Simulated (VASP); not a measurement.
Band structure of Au (fcc). Computed with optB88-vdW, VASP's PBE PAW potentials (set 64) (plane waves; VASP).

Unless said otherwise, spin-orbit coupling is left out, though it shifts the bands of the heavy elements here.

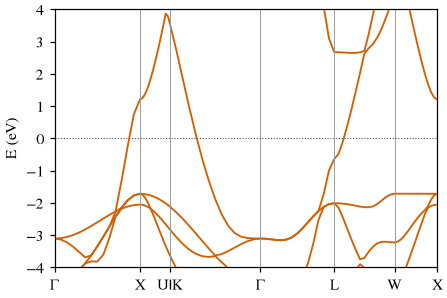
Figure. Bands along high-symmetry lines, zero at the valence-band maximum or, without a gap, the Fermi level

**Question.** Read the plot: is there a gap, and where are the band edges?

**Answer.** It has no gap at this level: it comes out as a metal or semimetal. (Edges off the drawn lines would not show.)

The compound is Au in the fcc structure. It was relaxed first, which changed the volume by +6 %.
